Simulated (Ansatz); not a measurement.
# BSiH4 (SMILES B[SiH2]) at UMP2/STO-3G

Aim: the electronic atomisation energy of BSiH4 at UMP2/STO-3G, from 4 runs. 

The calculation is run with Ansatz 0.2.0.

43 further runs of the same task are left out: 43 set aside as unsound or not needed.

## (1) The molecule

The species is BSiH4 (6 atoms), meant as a doublet with charge 0. SMILES: `B[SiH2]`. Geometry: relaxed at GFN2-xTB.

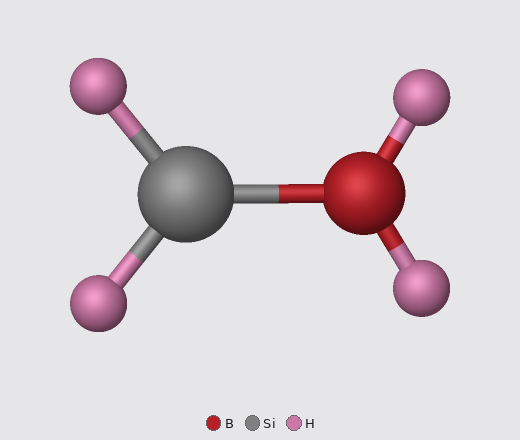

The structure, seen from a chosen angle (boron red, silicon grey, hydrogen pink).

## (2) The energy at UMP2/STO-3G

Input file input.yaml:

```yaml
crystal:
  periodic: [false, false, false]
  atoms:
    - {symbol: B, position_ang: [-0.003690, -1.037180, 0.114670]}
    - {symbol: Si, position_ang: [0.004430, 0.829590, -0.091960]}
    - {symbol: H, position_ang: [-0.730970, -1.564260, 0.876300]}
    - {symbol: H, position_ang: [0.717450, -1.725110, -0.512520]}
    - {symbol: H, position_ang: [0.828120, 1.658960, -0.988060]}
    - {symbol: H, position_ang: [-0.815330, 1.838000, 0.601560]}
basis:
  gaussian:
    orbitals: STO-3G
magnetization:
  spin_polarized: true
  initial_magnetization: 1
accuracy: high
correlation:
  method: mp2
  frozen_orbitals: {B: 1, H: 0, Si: 5}
```

Launch:

```console
ansatz run input.yaml --threads 1 --pin off --max-ram 2610MiB --events-out events.jsonl --progress --plain --runs-dir runs
```

What it wrote:

```text
Warning: RAYON_NUM_THREADS=1 ignored (pool sized by the plan → 1); use --threads N
Functional definition: HF
  name "HF"
  exchange = exact_x
  correlation = 0
310 factors; integrals over basis functions are off by at most 2.6e-8 eV
mean field evaluation 1: about -8494.9293 eV, gradient 8.3e0 eV
mean field evaluation 2: about -8494.9360 eV, gradient 8.3e0 eV
mean field evaluation 4: about -8495.7031 eV, gradient 9.5e-1 eV
mean field evaluation 8: about -8495.7518 eV, gradient 1.0e-2 eV
mean field -8495.75177094 eV, -312.2131189545 hartree, gradient 3.0e-8 eV, S^2 0.759245; 0 other end points of the search recorded, 0 dependent functions left out
6 core orbitals not correlated: weight in the atoms' cores, before any rotation towards them, 0.999 or more for the frozen orbitals, at most 0.000 for the correlated occupied ones
reference -8495.75177094 eV, -312.2131189545 hartree; 6, 5 occupied and 6, 7 virtual orbitals, 310 factors
second order -1.88947479 eV of doubles, -0.00000000 eV of singles
Total energy: -8497.64124572 eV, -312.2825558722 hartree
```

Run time: 0.2 s. Hardware: 1 thread of Intel Xeon Platinum 8259CL at 2.50GHz (Skylake/Cascade Lake), shared host.

## (3) The B atom, same level

Input file in.yaml:

```yaml
crystal:
  periodic: [false, false, false]
  atoms:
    - {symbol: B, position_ang: [0.000000, 0.000000, 0.000000]}
basis:
  gaussian:
    orbitals: STO-3G
correlation:
  method: mp2
  frozen_orbitals: {B: 1}
accuracy: high
magnetization:
  spin_polarized: true
  initial_magnetization: 1
```

Run the same way, it converges to -24.16765 Eh (log not shown).

## (4) The H atom: the energy at UHF/STO-3G

Input file input.yaml:

```yaml
crystal:
  periodic: [false, false, false]
  atoms:
    - symbol: H
      position_ang: [0.000000, 0.000000, 0.000000]
basis:
  gaussian:
    orbitals: STO-3G
magnetization:
  spin_polarized: true
  initial_magnetization: 1
hamiltonian:
  xc: hf
accuracy: high
```

Run the same way, it converges to -0.46658 Eh (log not shown).

## (5) The Si atom at the same level

Input file run.yaml:

```yaml
crystal:
  periodic: [false, false, false]
  atoms:
    - {symbol: Si, position_ang: [0.000000, 0.000000, 0.000000]}
basis:
  gaussian: {orbitals: STO-3G}
magnetization: {spin_polarized: true, initial_magnetization: 2}
correlation: {method: mp2, frozen_orbitals: {Si: 5}}
accuracy: high
```

Launch:

```console
ansatz run run.yaml --threads 1 --pin off --max-ram 2610MiB --events-out events.jsonl --progress --plain --runs-dir runs
```

What it wrote:

```text
Warning: RAYON_NUM_THREADS=1 ignored (pool sized by the plan → 1); use --threads N
[... 4 set-up lines as earlier in the session ...]
42 factors; integrals over basis functions are off by at most 1.8e-9 eV
mean field evaluation 1: about -7767.9286 eV, gradient 9.3e-1 eV
mean field evaluation 2: about -7767.9294 eV, gradient 9.3e-1 eV
mean field evaluation 4: about -7767.9315 eV, gradient 4.9e-6 eV
mean field evaluation 8: about -7767.9253 eV, gradient 1.5e0 eV
mean field evaluation 16: about -7767.9315 eV, gradient 4.8e-4 eV
mean field -7767.93148641 eV, -285.4662168327 hartree, gradient 2.1e-9 eV, S^2 2.000003; 3 other end points of the search recorded, 0 dependent functions left out
5 core orbitals not correlated: weight in the atoms' cores, before any rotation towards them, 1.000 or more for the frozen orbitals, at most 0.000 for the correlated occupied ones
reference -7767.93148641 eV, -285.4662168327 hartree; 3, 1 occupied and 1, 3 virtual orbitals, 42 factors
second order -0.19861568 eV of doubles, 0.00000000 eV of singles
Total energy: -7768.13010209 eV, -285.4735158242 hartree
```

Wall time 0.08 s (1 thread of Intel Xeon Platinum 8259CL at 2.50GHz (Skylake/Cascade Lake), shared host).

## (6) Outcome

At UMP2/STO-3G, 6 core orbitals frozen:

| quantity | value |
| --- | --- |
| molecule: total energy | -312.28256 Eh |
| molecule: correlation energy (6 core orbitals frozen) | -69.4 mEh |
| molecule: ⟨S²⟩ of the reference determinant | 0.759 |
| B atom: total energy | -24.16765 Eh |
| B atom: correlation energy (1 core orbital frozen) | -18.7 mEh |
| B atom: ⟨S²⟩ of the reference determinant | 0.750 |
| H atom: total energy | -0.46658 Eh |
| H atom: ⟨S²⟩ | 0.750 |
| Si atom: total energy | -285.47352 Eh |
| Si atom: correlation energy (5 core orbitals frozen) | -7.3 mEh |
| Si atom: ⟨S²⟩ of the reference determinant | 2.000 |
| electronic atomisation energy | 21.091 eV |

Taking the molecule apart into free atoms costs 21.09 eV (2035 kJ/mol), before zero-point energy and without spin-orbit coupling. In a minimal basis such a difference can be off by several eV, whatever the method.
